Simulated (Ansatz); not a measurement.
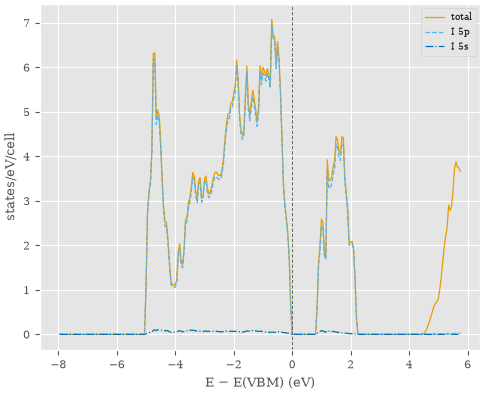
*Total and projected density of states of I (molecular I2 type, space group No. 64), DFT-PBEsol in the program Ansatz with PAW potentials*

Question: Which orbitals carry the states next to the gap?

Answer: Top 1 eV of the valence band: I 5p 98 %. Bottom 1 eV of the conduction band: I 5p 96 %. Projections are on Löwdin-orthogonalised atomic valence shells; empty p or d shells of many metals are not among them.

Question: Where is the tallest occupied peak in this window, and what makes it?

Answer: Near -0.7 eV, about 7.1 states/eV per cell; the largest projected share is I 5p.

Space group Cmce (molecular I2 type). The cell was relaxed with PBEsol under the symmetry of its start. A crystal of weakly bound units computed without a dispersion correction: the cell and the soft elastic constants depend strongly on that. Scalar-relativistic: spin–orbit coupling is off unless named, which matters more the heavier the elements.

Potentials: the earlier of the program's two PAW sets. The files were generated under PBE; for other functionals the program regenerates the frozen cores, and for LDA and PBEsol the local potential too.
